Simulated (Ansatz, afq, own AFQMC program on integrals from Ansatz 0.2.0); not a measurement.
**GeH4O (triplet): AFQMC on the coupled-cluster ladder at distance Ge1–H5 along a hydrogen transfer = 1.643 Å, cc-pVTZ**

How near does AFQMC come to the top of the ladder for GeH4O (triplet)?

Program: Ansatz 0.2.0, Gaussian basis, and an in-house AFQMC program (afq) on its integrals; all values are calculated. Level of theory: cc-pVTZ, frozen cores. These are calculated values, not measurements.

To be run: CCSD(T) on UHF; CCSD(T) on UHF; CCSD(T) on UHF; PBE (unrestricted); r2SCAN (unrestricted); PBE0 (unrestricted); B3LYP (unrestricted); wB97M-V (unrestricted); B2PLYP (unrestricted); Phaseless AFQMC, CISD trial on UHF.

10 further runs of the same task are left out: 1 that didn't finish, 9 set aside as unsound or not needed.

## 1. The geometry

The geometry derives from fragments relaxed apart (PBE0/def2-TZVP) and kept rigid, so it is no stationary point. A hydrogen atom is moved between rigid fragments. No spin-orbit coupling is included. The filled d shell of Ge may be among the frozen orbitals whatever the setting's name suggests; the logs give the count.

6 atoms, charge 0, spin multiplicity 3.

Atoms are counted from 1 here; the program's logs count them from 0.

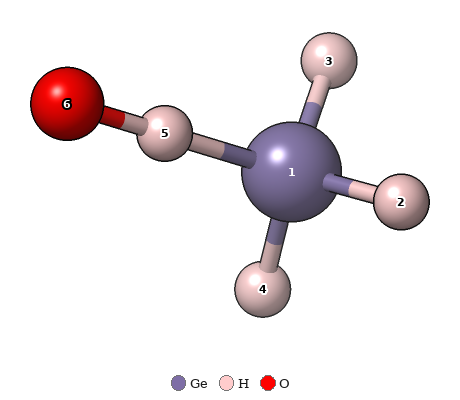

The structure; germanium purple, hydrogen pink, oxygen red; atoms are numbered from 1 in the order of the file.

## 2. CCSD(T) on UHF

in.yaml reads:

```yaml
crystal:
  periodic: [false, false, false]
  atoms:
    - {symbol: Ge, position_ang: [-0.502721, 0.000000, 0.000000]}
    - {symbol: H, position_ang: [-1.014171, 1.446599, 0.000000]}
    - {symbol: H, position_ang: [-1.014171, -0.723300, 1.252792]}
    - {symbol: H, position_ang: [-1.014171, -0.723299, -1.252792]}
    - {symbol: H, position_ang: [1.140279, 0.000000, 0.000000]}
    - {symbol: O, position_ang: [2.402279, 0.000000, 0.000000]}
basis:
  gaussian: {orbitals: cc-pVTZ}
magnetization: {spin_polarized: true, initial_magnetization: 2}
correlation: {method: ccsd_t, electrons: outside_noble_gas, hamiltonian_folder: ham}
```

Started as:

```
ansatz run in.yaml --threads 1 --pin off --events-out ev --progress --plain --max-ram 16896MiB --backend cuda --devices 0, --max-vram 18GiB
```

The log of the run, shortened:

```text
Functional definition: HF
  name "HF"
  cite "Fock, Z. Phys. 61, 126 (1930) doi:10.1007/BF01340294"
  parent pbe
[...]
767 factors; integrals over basis functions are off by at most 1.1e-3 eV
[...]
mean field -58572.22227762 eV, -2152.4894670244 hartree, gradient 2.7e-6 eV, S^2 2.045416; 7 other end points of the search recorded, 0 dependent functions left out
determinant -58572.22227762 eV, -2152.4894670244 hartree, with singles and doubles -58582.04030138 eV, -2152.8502727425 hartree
determinant -58570.73412358 eV, -2152.4347783719 hartree, with singles and doubles -58580.09943678 eV, -2152.7789472841 hartree
15 core orbitals not correlated: weight in the atoms' cores, before any rotation towards them, 0.999 or more for the frozen orbitals, at most 0.000 for the correlated occupied ones
reference -58572.22227762 eV, -2152.4894670244 hartree; 8, 6 occupied and 106, 108 virtual orbitals, 767 factors
second order -8.47842403 eV of doubles, -0.00000000 eV of singles
cycle   1  -9.66535314 eV  change   -9.8e-1 eV  update   2.3e-2
[...]
cycle   9  -9.69654921 eV  change    4.1e-6 eV  update   1.2e-5
perturbative correction -0.26954045 eV, -0.0099054290 hartree
Total energy: -58582.18836728 eV, -2152.8557140643 hartree
```

It took 4.5 s on 1 × NVIDIA H100 80GB HBM3 with 1 thread of AMD EPYC 7R13 (Zen 3), shared host; peak host memory 1.8 GiB.

From the report: ⟨S²⟩ of the determinant 2.045 (pure triplet: 2.00); correlation -9.9661 eV; T1 0.023; largest double amplitude 0.03.

This run also writes the integrals to the folder ham.

## 3. CCSD(T) on UHF

Edit in.yaml of step 2 so:

```diff
@@ -10,4 +10,4 @@
 basis:
-  gaussian: {orbitals: cc-pVTZ}
+  gaussian: {orbitals: def2-TZVPP}
 magnetization: {spin_polarized: true, initial_magnetization: 2}
-correlation: {method: ccsd_t, electrons: outside_noble_gas, hamiltonian_folder: ham}
+correlation: {method: ccsd_t, electrons: outside_noble_gas}
```

Launched as before.

The log of the run, shortened:

```text
Functional definition: HF
  name "HF"
  cite "Fock, Z. Phys. 61, 126 (1930) doi:10.1007/BF01340294"
  parent pbe
[...]
825 factors; integrals over basis functions are off by at most 1.6e-3 eV
[...]
mean field -58571.26387796 eV, -2152.4542464866 hartree, gradient 3.0e-6 eV, S^2 2.046272; 7 other end points of the search recorded, 0 dependent functions left out
determinant -58571.26387796 eV, -2152.4542464866 hartree, with singles and doubles -58581.07515489 eV, -2152.8148042632 hartree
determinant -58569.76751300 eV, -2152.3992560886 hartree, with singles and doubles -58579.11118773 eV, -2152.7426298013 hartree
15 core orbitals not correlated: weight in the atoms' cores, before any rotation towards them, 0.999 or more for the frozen orbitals, at most 0.000 for the correlated occupied ones
reference -58571.26387796 eV, -2152.4542464866 hartree; 8, 6 occupied and 112, 114 virtual orbitals, 825 factors
second order -8.46190561 eV of doubles, -0.00000000 eV of singles
cycle   1  -9.66012910 eV  change    -1.0e0 eV  update   2.3e-2
[...]
cycle   9  -9.69083348 eV  change    4.0e-6 eV  update   1.1e-5
perturbative correction -0.26987745 eV, -0.0099178134 hartree
Total energy: -58581.22458889 eV, -2152.8202958615 hartree
```

It took 4.7 s on 1 × NVIDIA H100 80GB HBM3 with 1 thread of AMD EPYC 7R13 (Zen 3), shared host; peak host memory 1.8 GiB.

From the report: ⟨S²⟩ of the determinant 2.046 (pure triplet: 2.00); correlation -9.9607 eV; T1 0.023; largest double amplitude 0.03.

## 4. CCSD(T) on UHF

Edit in.yaml of step 3 so:

```diff
@@ -10,3 +10,3 @@
 basis:
-  gaussian: {orbitals: def2-TZVPP}
+  gaussian: {orbitals: "def2-QZVPP.json"}
 magnetization: {spin_polarized: true, initial_magnetization: 2}
```

Launched as before.

The log of the run, shortened:

```text
Functional definition: HF
  name "HF"
  cite "Fock, Z. Phys. 61, 126 (1930) doi:10.1007/BF01340294"
  parent pbe
[...]
1676 factors; integrals over basis functions are off by at most 9.8e-4 eV
[...]
mean field -58572.51462336 eV, -2152.5002105321 hartree, gradient 3.0e-6 eV, S^2 2.047450; 11 other end points of the search recorded, 0 dependent functions left out
determinant -58572.51462336 eV, -2152.5002105321 hartree, with singles and doubles -58583.03635906 eV, -2152.8868771871 hartree
determinant -58571.00890097 eV, -2152.4448762549 hartree, with singles and doubles -58581.03965755 eV, -2152.8134997602 hartree
15 core orbitals not correlated: weight in the atoms' cores, before any rotation towards them, 0.999 or more for the frozen orbitals, at most 0.000 for the correlated occupied ones
reference -58572.51462336 eV, -2152.5002105321 hartree; 8, 6 occupied and 243, 245 virtual orbitals, 1676 factors
second order -9.14852170 eV of doubles, -0.00000000 eV of singles
cycle   1  -10.23436574 eV  change    -1.2e0 eV  update   2.8e-2
[...]
cycle  10  -10.28197942 eV  change   -1.4e-6 eV  update   7.6e-6
perturbative correction -0.31648560 eV, -0.0116306313 hartree
Total energy: -58583.11308838 eV, -2152.8896969377 hartree
```

Wall time 17 s (1 × NVIDIA H100 80GB HBM3 with 1 thread of AMD EPYC 7R13 (Zen 3), shared host); peak host memory 1.8 GiB.

From the report: ⟨S²⟩ of the determinant 2.047 (pure triplet: 2.00); correlation -10.5985 eV; T1 0.024; largest double amplitude 0.03.

## 5. PBE (unrestricted)

Edit in.yaml of step 4 so:

```diff
@@ -10,4 +10,5 @@
 basis:
-  gaussian: {orbitals: "def2-QZVPP.json"}
+  gaussian: {orbitals: cc-pVTZ}
 magnetization: {spin_polarized: true, initial_magnetization: 2}
-correlation: {method: ccsd_t, electrons: outside_noble_gas}
+hamiltonian: {xc: {name: PBE}}
+output: {orbitals: {seedname: orbitals}}
```

Started as:

```
ansatz run in.yaml --threads 1 --pin off --events-out ev --progress --plain --max-ram 5632MiB --backend cpu
```

The log of the run:

```text
Functional definition: PBE
  name "PBE"
  cite "Perdew, Burke & Ernzerhof, Phys. Rev. Lett. 77, 3865 (1996) doi:10.1103/PhysRevLett.77.3865"
  parent pbe
  parameter kappa = 0.804
  parameter beta = 0.06672455060314922
  exchange = pbe_x(kappa = kappa, mu = beta*pi^2/3)
  correlation = pbe_c(beta = beta)
764 factors; their error is unknown
mean field evaluation 1: about -58614.8735 eV, gradient 2.3e1 eV
mean field evaluation 2: about -58604.5062 eV, gradient 4.9e1 eV
mean field evaluation 4: about -58616.6055 eV, gradient 2.8e0 eV
mean field evaluation 8: about -58616.6350 eV, gradient 1.1e-1 eV
mean field evaluation 16: about -58616.6254 eV, gradient 2.1e-4 eV
mean field evaluation 32: about -58616.6254 eV, gradient 1.8e-2 eV
mean field evaluation 64: about -58616.6254 eV, gradient 1.3e-4 eV
mean field -58616.62542246 eV, -2154.1212524998 hartree, gradient 5.9e-6 eV, S^2 2.004919; 3 other end points of the search recorded, 0 dependent functions left out
reference -58616.62545749 eV, -2154.1212537869 hartree; 23, 21 occupied and 106, 108 virtual orbitals, 764 factors
Total energy: -58616.62545749 eV, -2154.1212537869 hartree
```

Run time: 32 s. Hardware: 1 thread of AMD EPYC 7R13 (Zen 3), shared host; peak memory 1.8 GiB.

From the report: ⟨S²⟩ of the determinant 2.005 (pure triplet: 2.00).

## 6. r2SCAN (unrestricted)

Edit in.yaml of step 5 so:

```diff
@@ -12,3 +12,2 @@
 magnetization: {spin_polarized: true, initial_magnetization: 2}
-hamiltonian: {xc: {name: PBE}}
-output: {orbitals: {seedname: orbitals}}
+hamiltonian: {xc: {name: r2SCAN}}
```

The command is unchanged.

The log of the run, shortened:

```text
Functional definition: r2SCAN
  name "r2SCAN"
  cite "Furness, Kaplan, Ning, Perdew & Sun, J. Phys. Chem. Lett. 11, 8208 (2020) doi:10.1021/acs.jpclett.0c02405"
  cite "Furness, Kaplan, Ning, Perdew & Sun, J. Phys. Chem. Lett. 11, 9248 (2020) doi:10.1021/acs.jpclett.0c03077"
  parent r2scan
[...]
764 factors; their error is unknown
[...]
mean field -58626.41118609 eV, -2154.4808726800 hartree, gradient 1.4e-6 eV, S^2 2.011021; 3 other end points of the search recorded, 0 dependent functions left out
reference -58626.41119884 eV, -2154.4808731487 hartree; 23, 21 occupied and 106, 108 virtual orbitals, 764 factors
Total energy: -58626.41119884 eV, -2154.4808731487 hartree
```

Wall time 53 s (1 thread of AMD EPYC 7R13 (Zen 3), shared host); peak memory 2.1 GiB.

From the report: ⟨S²⟩ of the determinant 2.011 (pure triplet: 2.00).

## 7. PBE0 (unrestricted)

Edit in.yaml of step 6 so:

```diff
@@ -12,2 +12,3 @@
 magnetization: {spin_polarized: true, initial_magnetization: 2}
-hamiltonian: {xc: {name: r2SCAN}}
+hamiltonian: {xc: {name: PBE0}}
+output: {orbitals: {seedname: orbitals}}
```

Launched as before.

The log of the run:

```text
Functional definition: PBE0
  name "PBE0"
  cite "Adamo & Barone, J. Chem. Phys. 110, 6158 (1999) doi:10.1063/1.478522"
  cite "Perdew, Burke & Ernzerhof, Phys. Rev. Lett. 77, 3865 (1996) doi:10.1103/PhysRevLett.77.3865"
  parent pbe
  parameter a = 0.25
  parameter kappa = 0.804
  parameter beta = 0.06672455060314922
  exchange = (1 - a)*pbe_x(kappa = kappa, mu = beta*pi^2/3) + a*exact_x
  correlation = pbe_c(beta = beta)
821 factors; their error is unknown
mean field evaluation 1: about -58616.9234 eV, gradient 1.8e1 eV
mean field evaluation 2: about -58616.0446 eV, gradient 2.3e1 eV
mean field evaluation 4: about -58617.9807 eV, gradient 9.7e-1 eV
mean field evaluation 8: about -58618.1893 eV, gradient 2.8e-2 eV
mean field evaluation 16: about -58618.1893 eV, gradient 2.7e-5 eV
mean field evaluation 32: about -58618.1893 eV, gradient 9.8e-6 eV
mean field -58618.18933401 eV, -2154.1787251892 hartree, gradient 9.8e-6 eV, S^2 2.010768; 1 other end points of the search recorded, 0 dependent functions left out
reference -58618.18936037 eV, -2154.1787261578 hartree; 23, 21 occupied and 106, 108 virtual orbitals, 821 factors
Total energy: -58618.18936037 eV, -2154.1787261578 hartree
```

Wall time 27 s (1 thread of AMD EPYC 7R13 (Zen 3), shared host); peak memory 2.1 GiB.

From the report: ⟨S²⟩ of the determinant 2.011 (pure triplet: 2.00).

## 8. B3LYP (unrestricted)

Edit in.yaml of step 7 so:

```diff
@@ -12,3 +12,2 @@
 magnetization: {spin_polarized: true, initial_magnetization: 2}
-hamiltonian: {xc: {name: PBE0}}
-output: {orbitals: {seedname: orbitals}}
+hamiltonian: {xc: {name: B3LYP}}
```

Launched as before.

The log of the run, shortened:

```text
Functional definition: B3LYP
  name "B3LYP"
  cite "Stephens, Devlin, Chabalowski & Frisch, J. Phys. Chem. 98, 11623 (1994) doi:10.1021/j100096a001"
  cite "Becke, Phys. Rev. A 38, 3098 (1988) doi:10.1103/PhysRevA.38.3098"
  cite "Lee, Yang & Parr, Phys. Rev. B 37, 785 (1988) doi:10.1103/PhysRevB.37.785"
  cite "Vosko, Wilk & Nusair, Can. J. Phys. 58, 1200 (1980) doi:10.1139/p80-159"
[...]
821 factors; their error is unknown
[...]
mean field -58629.12946398 eV, -2154.5807675499 hartree, gradient 1.6e-6 eV, S^2 2.008713; 5 other end points of the search recorded, 0 dependent functions left out
reference -58629.12968115 eV, -2154.5807755309 hartree; 23, 21 occupied and 106, 108 virtual orbitals, 821 factors
Total energy: -58629.12968115 eV, -2154.5807755309 hartree
```

Wall time 61 s (1 thread of AMD EPYC 7R13 (Zen 3), shared host); peak memory 2.1 GiB.

From the report: ⟨S²⟩ of the determinant 2.009 (pure triplet: 2.00).

## 9. wB97M-V (unrestricted)

Edit in.yaml of step 8 so:

```diff
@@ -12,2 +12,3 @@
 magnetization: {spin_polarized: true, initial_magnetization: 2}
-hamiltonian: {xc: {name: B3LYP}}
+hamiltonian: {xc: {name: wB97M-V}}
+output: {orbitals: {seedname: orbitals}}
```

The command is unchanged.

The log of the run, shortened:

```text
Functional definition: wB97M-V
  name "wB97M-V"
  cite "Mardirossian & Head-Gordon, J. Chem. Phys. 144, 214110 (2016) doi:10.1063/1.4952647"
  cite "Becke, J. Chem. Phys. 107, 8554 (1997) doi:10.1063/1.475007"
  cite "Vydrov & Van Voorhis, J. Chem. Phys. 133, 244103 (2010) doi:10.1063/1.3521275"
  # Of w^i u^j: cxij and so on, Table III.
[...]
  gx(w, u) = 1 - cx + cx01*u + cx10*w
  gss(w, u) = css00 + css04*u^4 + css10*w + css20*w^2 + css43*w^4*u^3
  gos(w, u) = cos00 + cos10*w + (cos20 + cos21*u)*w^2 + (cos60 + cos61*u)*w^6
[...]
      + integral(e_c_pw_mod_opposite_spin*gos(b97_w_opposite, b97_u_opposite)) + vv10(b, c)
814 factors; their error is unknown
181 factors; integrals over basis functions are off by at most 2.4e-5 eV
[...]
mean field -58623.25130375 eV, -2154.3647491460 hartree, gradient 2.5e-6 eV, S^2 2.011483; 3 other end points of the search recorded, 0 dependent functions left out
reference -58623.25134689 eV, -2154.3647507311 hartree; 23, 21 occupied and 106, 108 virtual orbitals, 814 factors
Total energy: -58623.25134689 eV, -2154.3647507311 hartree
```

Wall time 2.5 min (1 thread of AMD EPYC 7R13 (Zen 3), shared host); peak memory 2.1 GiB.

From the report: ⟨S²⟩ of the determinant 2.011 (pure triplet: 2.00).

## 10. B2PLYP (unrestricted)

Edit in.yaml of step 9 so:

```diff
@@ -12,3 +12,3 @@
 magnetization: {spin_polarized: true, initial_magnetization: 2}
-hamiltonian: {xc: {name: wB97M-V}}
-output: {orbitals: {seedname: orbitals}}
+hamiltonian: {xc: {name: B2PLYP}}
+correlation: {electrons: outside_noble_gas}
```

Same command.

The log of the run, shortened:

```text
Functional definition: B2PLYP
  name "B2PLYP"
  cite "Grimme, J. Chem. Phys. 124, 034108 (2006) doi:10.1063/1.2148954"
  cite "Becke, Phys. Rev. A 38, 3098 (1988) doi:10.1103/PhysRevA.38.3098"
  cite "Lee, Yang & Parr, Phys. Rev. B 37, 785 (1988) doi:10.1103/PhysRevB.37.785"
[...]
767 factors; integrals over basis functions are off by at most 1.1e-3 eV
[...]
mean field -58611.95538400 eV, -2153.9496317518 hartree, gradient 2.8e-10 eV, S^2 2.020781; 5 other end points of the search recorded, 0 dependent functions left out
15 core orbitals not correlated: weight in the atoms' cores, before any rotation towards them, 0.999 or more for the frozen orbitals, at most 0.001 for the correlated occupied ones
reference -58611.95552165 eV, -2153.9496368102 hartree; 8, 6 occupied and 106, 108 virtual orbitals, 767 factors
second order -10.48916320 eV of doubles, -0.00000000 eV of singles
Total energy: -58614.78759571 eV, -2154.0537136124 hartree
```

Wall time 71 s (1 thread of AMD EPYC 7R13 (Zen 3), shared host); peak memory 2.1 GiB.

From the report: ⟨S²⟩ of the determinant 2.021 (pure triplet: 2.00).

## 11. Phaseless AFQMC, CISD trial on UHF

It reads the integrals that the CCSD(T) run on this determinant wrote.

Started as:

```
afq ham --method phaseless --trial cisd --walkers 600 --populations 10 --least-time 60 --time-step 0.005 --steps-per-block 50 --equilibration-blocks 28 --max-blocks 4000 --target-error 0.00022 --factor-cut 1e-05 --start spin_pure --seed 1832 --release-times 0.24,0.51,0.99,1.62,2.4 --release-step 0.03 --release-every 3 --taylor-order 6
```

The log of the run:

```text
orbitals 114  electrons 8 6  factors 722 of 767
reference energy -2152.48946702 Eh
CCSD correlation -0.35634192 Eh in 12 cycles, weight of the determinant in the CISD state 0.8637
energy of the start -2152.843553 Eh
 block  time / (1/Eh)  mean weight  energy / Eh
     1     0.250  0.9999  -2152.840581
     2     0.500  0.9999  -2152.846005
     3     0.750  0.9993  -2152.848760
     4     1.000  0.9992  -2152.851286
     5     1.250  0.9987  -2152.852565
     6     1.500  1.0004  -2152.853907
     7     1.750  0.9996  -2152.855344
     8     2.000  1.0003  -2152.853975
     9     2.250  1.0007  -2152.855299
    10     2.500  1.0001  -2152.856365
    17     4.250  1.0002  -2152.855829
    25     6.250  0.9997  -2152.855073
    33     8.250  1.0007  -2152.854866
    41    10.250  1.0002  -2152.856028
    49    12.250  1.0009  -2152.856475
    57    14.250  0.9995  -2152.856567
    65    16.250  1.0006  -2152.856505
    73    18.250  1.0002  -2152.857801
    81    20.250  1.0002  -2152.857872
    89    22.250  1.0009  -2152.858064
    97    24.250  1.0007  -2152.858403
   105    26.250  0.9998  -2152.855956
   113    28.250  1.0006  -2152.856606
   121    30.250  1.0002  -2152.854081
   129    32.250  1.0005  -2152.859235
   137    34.250  0.9999  -2152.857844
   145    36.250  0.9999  -2152.857478
   153    38.250  0.9997  -2152.854786
   161    40.250  1.0011  -2152.856991
   169    42.250  0.9994  -2152.854482
   177    44.250  1.0010  -2152.857163
   185    46.250  0.9998  -2152.856335
   193    48.250  1.0008  -2152.856098
   201    50.250  0.9987  -2152.853930
   209    52.250  1.0001  -2152.854864
   217    54.250  1.0016  -2152.855231
   225    56.250  0.9995  -2152.854255
   233    58.250  1.0011  -2152.855894
   241    60.250  1.0003  -2152.856400
   249    62.250  0.9996  -2152.856667
   257    64.250  0.9992  -2152.856324
   265    66.250  1.0007  -2152.854878
   273    68.250  1.0004  -2152.855886
   281    70.250  1.0004  -2152.856588
   289    72.250  0.9998  -2152.854070
   297    74.250  1.0006  -2152.853948
   305    76.250  0.9984  -2152.856634
   313    78.250  1.0007  -2152.854416
   321    80.250  0.9994  -2152.854370
   329    82.250  1.0002  -2152.856440
error from the spread of 10 populations
released: time / (1/Eh)  energy / Eh  error  mean overlap
  0.24  -2152.856838  0.000119  0.9945
  0.51  -2152.857050  0.000109  0.9909
  0.99  -2152.857243  0.000112  0.9829
  1.62  -2152.857586  0.000162  0.9639
  2.40  -2152.857358  0.000462  0.9568
energy -2152.856693 +/- 0.000269 Eh
```

Wall time 6.1 min (1 × NVIDIA H100 80GB HBM3 with 2 threads of AMD EPYC 7R13 (Zen 3), shared host); peak host memory 2.1 GiB.

Energy -58582.2150 ± 0.0073 eV. Caveats: constraint bias not in the error.

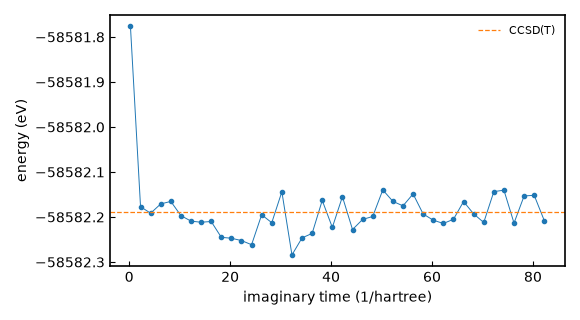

Block energies along the walk.

## 12. AFQMC on the ladder

On the UHF determinant, counted from CCSD(T) (a yardstick, not exact):

```csv
level,energy (eV),from CCSD(T) (kJ/mol),statistical error (kJ/mol),time
HF,-58572.2223,+961.6,,
MP2,-58580.7007,+143.5,,
CCSD,-58581.9188,+26.0,,
CCSD(T),-58582.1884,0.0,,
"Phaseless AFQMC, CISD trial, step 0.005, 600 walkers",-58582.2150,-2.6,0.7,6.1 min
```

The functionals' totals stand on their own zeros and serve differences with other points: PBE -58616.625 eV; r2SCAN -58626.411 eV; PBE0 -58618.189 eV; B3LYP -58629.130 eV; wB97M-V -58623.251 eV; B2PLYP -58614.788 eV.

## 13. Outcome

| quantity | value |
| --- | --- |
| Phaseless AFQMC, CISD trial on UHF from CCSD(T) | -2.6 ± 0.7 kJ/mol |

On UHF the phaseless walk with the CISD trial lies -2.6 kJ/mol from CCSD(T), 4 times its error bar. Error bars are statistical and leave out the constraint, the time step and what remains of the start.
